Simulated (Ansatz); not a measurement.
# CH6Si: the cost of one run

Computed with Ansatz 0.2.0, Gaussian basis. Level: PBE0-D4/def2-TZVP structures, single points in def2-TZVPP, no counterpoise correction.

Levels: SPW92, PBE-D4, BLYP-D4, r2SCAN-D4, B97M-V, PBE0-D4, B3LYP-D4, r2SCAN0-D4, BHLYP-D4, CAM-B3LYP-D4, wB97X-V, wB97M-V, B2PLYP, PBE-QIDH, RPA on PBE, Hartree-Fock, MP2, CCSD, CCSD(T).

Correlated methods freeze the cores. B3LYP uses VWN-RPA correlation. B2PLYP carries no dispersion term here.

113 further runs of the same task are left out: 113 set aside as unsound or not needed.

### Step 1. Starting geometry

The complex: 13 atoms, charge 0, spin multiplicity 1.

Atoms are counted from 1 here; the program's logs count them from 0.

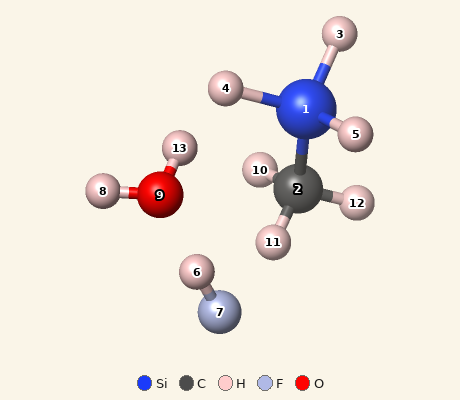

As it starts; silicon blue, carbon dark grey, hydrogen pink, fluorine light blue, oxygen red; atoms are numbered from 1 in the order of the file.

Coordinates:

```xyz
13
CH9FOSi
Si    0.2914    1.3038   -0.6650
C     1.7960    0.3240   -0.1733
H     0.5974    2.3537   -1.6728
H    -0.7293    0.4074   -1.3011
H    -0.3667    1.9425    0.5046
H    -0.9733   -1.4405    1.4283
F    -0.1644   -1.5390    1.9128
H    -2.5554   -1.9716   -0.0264
O    -2.2465   -1.1902    0.4393
H     2.2425   -0.1687   -1.0395
H     1.5196   -0.4340    0.5632
H     2.5480    0.9802    0.2707
H    -1.9591   -0.5677   -0.2408
```

Its parts: CH6Si holds atoms 1, 2, 3, 4, 5, 10, 11, 12; HF holds atoms 6, 7; H2O holds atoms 8, 9, 13. Each part counts its atoms afresh in its own runs.

### Step 2. Relaxing CH6Si alone

relax-a/in.yaml reads:

```yaml
crystal:
  periodic: [false, false, false]
  atoms:
    - {symbol: Si, position_ang: [0.291450, 1.303824, -0.664957]}
    - {symbol: C, position_ang: [1.795961, 0.323988, -0.173251]}
    - {symbol: H, position_ang: [0.597393, 2.353691, -1.672773]}
    - {symbol: H, position_ang: [-0.729335, 0.407415, -1.301065]}
    - {symbol: H, position_ang: [-0.366735, 1.942507, 0.504570]}
    - {symbol: H, position_ang: [2.242459, -0.168740, -1.039540]}
    - {symbol: H, position_ang: [1.519603, -0.433965, 0.563210]}
    - {symbol: H, position_ang: [2.547981, 0.980206, 0.270703]}
basis:
  gaussian: {orbitals: def2-TZVP}
hamiltonian: {xc: pbe0, dispersion: d4}
relax: {f_tol: 0.005, max_steps: 200}
```

Run with:

```bash
ansatz run in.yaml --threads 8 --pin off --events-out ev --progress --plain --max-ram 19148MiB
```

**Question.** How long does this run take on 8 threads of Arm Neoverse V2, shared host?

About 2 s.
